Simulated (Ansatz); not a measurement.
# Fields on a plane of LiNbO3 (LiNbO3 type, space group R3c)

```xyz
10
Lattice="2.5687 1.4831 4.6282 -2.5687 1.4831 4.6282 0.0000 -2.9661 4.6282" Properties=species:S:1:pos:R:3 pbc="T T T"
Li     0.0000     0.0000     9.7495
Li     0.0000     0.0000     2.8072
Nb     0.0000     0.0000    13.6650
Nb     0.0000     0.0000     6.7227
O     -0.6526     1.4375     8.1613
O      1.5712    -0.1536     8.1613
O     -0.9186    -1.2839     8.1613
O      0.9975     1.3295     5.8471
O      0.6526    -1.5286     5.8471
O     -1.6501     0.1991     5.8471
```

The slice is a (0001) plane (indices of the conventional cell) through the point (0.122, 0.765, 0.376) (fractional), spanned by u = [1 0 -1] and v = [-1 2 -1] in vectors of this cell: u (5.14 Å) and v (8.90 Å, at 90° to u). It covers one period; positions are fractions (u, v).

Atoms on it: O at (0.45, 0.81); O at (0.95, 0.31); O at (0.43, 0.18); O at (0.93, 0.68); O at (0.00, 0.00); O at (0.50, 0.50). Other atoms lie within 1 Å of the plane.

Method: r2SCAN (plane waves to 500 eV, PAW, scalar-relativistic; Ansatz, a first-principles code). k mesh 8×8×8. Near the nuclei the fields are pseudised (PAW); where an atom keeps semicore shells as valence, they peak there. LiNbO3 is run without spin polarisation. LiNbO3 was relaxed with its symmetry unable to fall.

```
|*%=.         .=%|
|==.           .-|
|..    .--.      |
|     :+%@=.     |
|    .-#:@*.     |
|.   .=@=*=.   ..|
|=.   :*%*:   .=*|
|#-    .:.    =@%|
|#=.         .+* |
|@-           -#@|
|=.           .-*|
|.     .-=-.    .|
|     .=@#%-     |
|     .*@ @+.    |
|     .=%*%=.    |
|      .-==.     |
|-.      ..    .-|
|@=.          :+%|
|@*.         .-#:|
|*=.   ...   .=@=|
|*:   .=*=.   :*%|
|.    =@%#-    .:|
|    .+* #=.     |
|     -#@@-      |
|     .-*=.      |
|=-.    ..     .-|
|#%-          .=@|
| @+.         .*@|
```
Scale: ten equal steps from 0.000 (start of ' ') to 0.116 (end of '@'), in the order ' .:-=+*#%@'. Values: density of the highest valence band (whole band, smooth part) in e/Å³. The map has 16 points along u (one character each, u = 0 at the left) and 28 along v (v = 0 in the bottom row). 

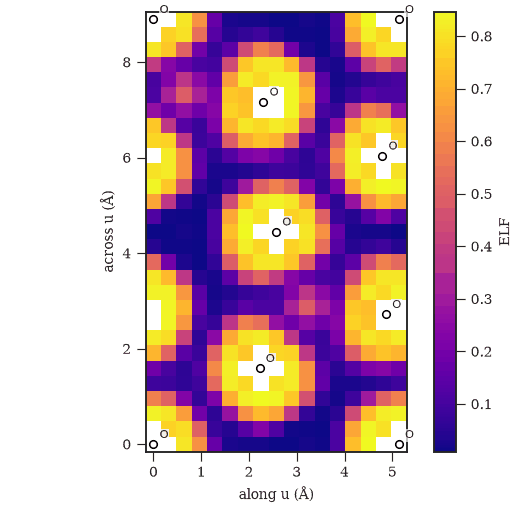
Fig. 1. Electron localisation function (ELF), one period of the plane, atoms marked. Points within 0.4 Å of a nucleus are left white, as the pseudised field means little there.
